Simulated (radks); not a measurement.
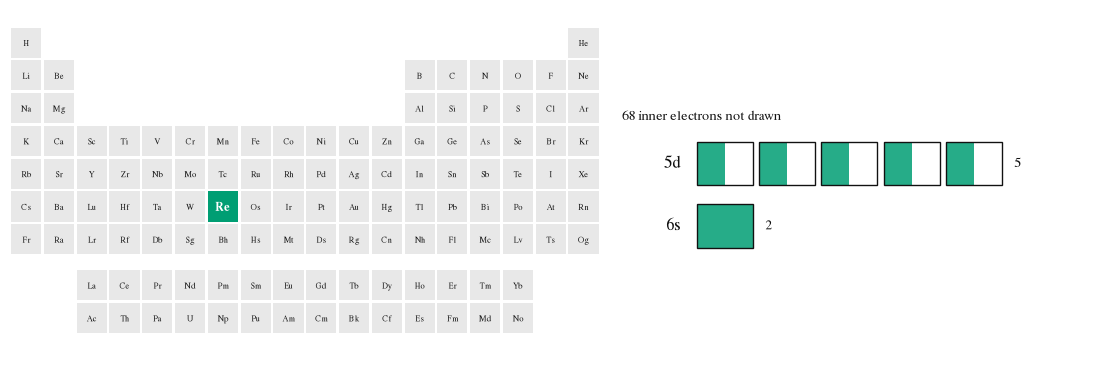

Figure 1. Left, the place of rhenium in the periodic table; right, the outer shells as the input fills them: a box for each of the 2l + 1 orbitals, shaded by the share of the shell that is filled, with the electron count at the right.

# Run report: Re, atomic calculation

- system: atomic rhenium (Re) in the configuration [Xe] 4f14 5d5 6s2 (high spin).
- method: scalar-relativistic Kohn-Sham, r2SCAN, spin-polarised, spherical densities, finite nucleus (the in-house radial solver radks)

### Log
```
1s      1   1.0000       -2636.04544586
2s      1   1.0000        -458.00949433
2p      1   3.0000        -399.63328276
3s      1   1.0000        -106.39642993
3p      1   3.0000         -89.10279873
3d      1   5.0000         -69.45618017
4s      1   1.0000         -22.40987344
4p      1   3.0000         -16.71184236
4d      1   5.0000          -9.52493882
4f      1   7.0000          -1.56633772
5s      1   1.0000          -3.23018842
5p      1   3.0000          -1.81895235
5d      1   5.0000          -0.25351549
6s      1   1.0000          -0.25479343
1s      2   1.0000       -2636.04618780
2s      2   1.0000        -457.99615896
2p      2   3.0000        -399.62313755
3s      2   1.0000        -106.39566681
3p      2   3.0000         -89.10099172
3d      2   5.0000         -69.44896473
4s      2   1.0000         -22.39994931
4p      2   3.0000         -16.70333779
4d      2   5.0000          -9.51462587
4f      2   7.0000          -1.54613744
5s      2   1.0000          -3.14055283
5p      2   3.0000          -1.69408844
5d      2   0.0000          -0.10262160
6s      2   1.0000          -0.18051053
Etot -16691.426047041627
Ekin 18439.504316990344
Encl -41314.57140579467
Eh 6514.760200294357
Exc -331.11915853166096
err 0.0003571459158907981
it 10
```

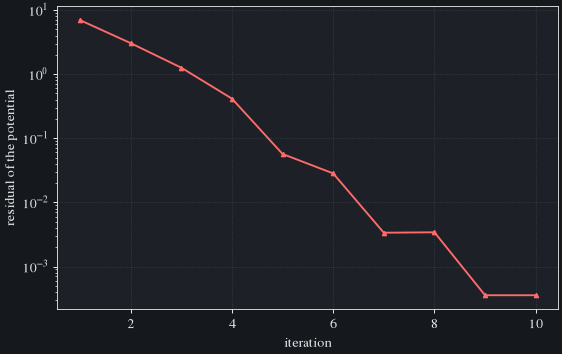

Figure 2. Convergence: residual of the potential against the iteration. The residual falls almost steadily, with no more than small rises or pauses. It goes from 7.0 to 0.00036 in 10 steps.

### The input
```
Z 75
configuration [Xe] 4f14 5d5 6s2
relativity scalar-relativistic
functional r2scan,r2scan
spin polarised
nucleus finite rms 5.3698 fm
c 137.035999084
threshold 0.1
max_iterations 69
```

Energies in input and log are in hartree, lengths in bohr (the nuclear radius in fm).

Launched within a batch (the task file carries these settings):
```bash
python <driver script> task.json out
```

### Outcome

| quantity | value |
| --- | --- |
| outcome | converged |
| total energy | −16691.4260 hartree |
| kinetic energy | 18439.5043 hartree |
| electron–nucleus energy | −41314.5714 hartree |
| Hartree energy | 6514.7602 hartree |
| exchange–correlation energy | −331.119159 hartree |
| radius at density 0.001 e/bohr³ | 4.70 bohr |
| SCF iterations | 10 |
| hardware | 1 thread of Arm Neoverse V1, 23 GiB of memory available, shared host |

### What is odd here

A numerical setting was moved from its usual value: convergence threshold tolx = 0.1. The program ran to the end, and its total energy equals that of the same run with the usual input (−16691.42605 hartree) within 10⁻⁵ hartree, so the oddity leaves no trace in it.
